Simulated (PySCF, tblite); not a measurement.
**C4H2N radical: geometry, infrared bands and EPR parameters**

Aim: predict the infrared bands and EPR parameters of C4H2N radical (`N#CC1=[C]C1`).

Computed with tblite 0.8.0 and PySCF 2.14.0, with density-fitted response routines of our own, on a single molecule in the gas phase. Atoms are numbered from 0 throughout.

### 1 The starting structure

7 atoms, charge 0, multiplicity 2; geometry from: force field or distance geometry start.

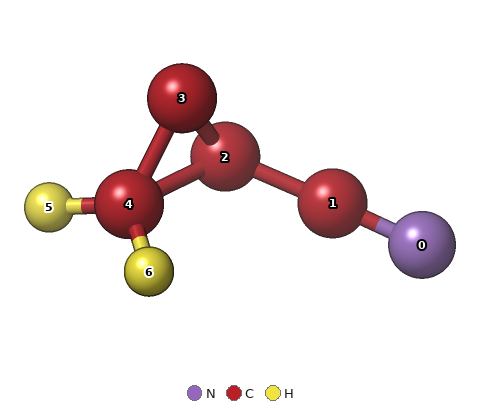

The starting geometry (nitrogen purple, carbon red, hydrogen yellow), atoms numbered; sticks join atoms by distance.

### 2 Optimising the geometry with GFN2-xTB

The job: settings as JSON, then the geometry in Å.

```
{"job": {"kind": "relax", "xc": "GFN2-xTB", "basis": "xTB"}, "charge": 0, "multiplicity": 2}
N      2.482500    -0.570800     0.408000
C      1.479700    -0.204100    -0.090100
C      0.276300     0.201300    -0.674100
C     -0.372200     1.240500    -0.231100
C     -1.030400     0.017600     0.067200
H     -1.866800    -0.286900    -0.559300
H     -0.965600    -0.392700     1.052200
```

On the command line:

```
$ OMP_NUM_THREADS=1 python probes_run.py task.json out
```

The driver reads the jobs from task.json and runs them one after another.

**Question.** This job is followed by: GFN2-xTB harmonic vibrations, gas phase; UKS B3LYP, pcH-1 on C H N, non-relativistic, mean-field spin-orbit, GIAO. What will the session give for the following? strongest single infrared mode (GFN2-xTB); zero-point energy (GFN2-xTB); g(iso) (B3LYP); ⟨S²⟩; largest a(iso) (averaged by class); potential on the surface of density 0.002 e/bohr³, 1st and 99th percentile.

**Answer**, as computed:

| quantity | value |
| --- | --- |
| strongest single infrared mode (GFN2-xTB) | 2298 cm⁻¹, 151 km/mol |
| zero-point energy (GFN2-xTB) | 26.3 kcal/mol |
| g(iso) (B3LYP) | 2.00234 |
| ⟨S²⟩ | 0.758 (exact 0.75) |
| largest a(iso) (averaged by class) | 13C on C3, 487.8 MHz |
| potential on the surface of density 0.002 e/bohr³, 1st and 99th percentile | -1.51 V and 1.37 V |

In words: The optimisation took 37 steps and gained 0.954 eV; among the close pairs (by a distance rule), C2–C4 changed most, from 1.514 to 1.602 Å. No mode is imaginary among the 15: a minimum at this level. The strongest single mode, at 2298 cm⁻¹, moves mainly C1 and N0. Unscaled tight-binding wavenumbers are off by several per cent, some by more. Its intensities can rank the bands wrongly. The largest share of the spin, 0.69 e, sits on C3. The isotropic g lies 0.0 ppt above the free-electron value. The conformer search found further structures of the same energy, which may be mirror or relabelled copies of this one.
